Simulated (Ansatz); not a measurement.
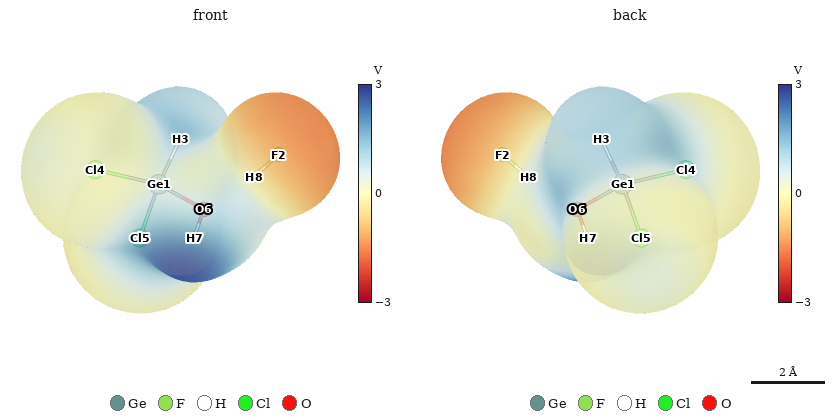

Cl₂GeH₂O···HF. The molecular electrostatic potential painted on the density surface at 0.001 e/bohr³, seen from the front and from behind; red is negative and blue positive.

Level of theory: Ansatz 0.2.0, RKS PBE0-D4/def2-mTZVP.

The calculation's input:

```
crystal:
  periodic: [false, false, false]
  atoms:
    - { symbol: Ge, position_ang: [-0.50863, -0.03301, -0.409572] }
    - { symbol: F, position_ang: [0.115927, 0.175313, 2.408118] }
    - { symbol: H, position_ang: [0.868958, -0.096658, 0.207124] }
    - { symbol: Cl, position_ang: [-0.721961, 1.789443, -1.519482] }
    - { symbol: Cl, position_ang: [-0.772904, -1.67744, -1.778242] }
    - { symbol: O, position_ang: [-1.88529, -0.145483, 0.697431] }
    - { symbol: H, position_ang: [-2.611809, -0.655252, 0.314589] }
    - { symbol: H, position_ang: [-0.777692, 0.013387, 2.594533] }
basis:
  gaussian: { orbitals: def2-mTZVP }
hamiltonian:
  xc: pbe0
  dispersion: d4
relax:
  f_tol: 0.03
  max_steps: 50
output:
  orbitals: {}
```

Command:

```sh
ansatz run input.yaml --threads 4 --pin off --max-ram 5120MiB --backend cpu --events-out ev --progress --plain --runs-dir out
```

The fields are those of the run's last geometry, not of the input's.

> Where is the surface potential most negative and most positive?

The most negative region (about −1.5 V) lies over F2, the most positive (about +2.7 V) over H7.
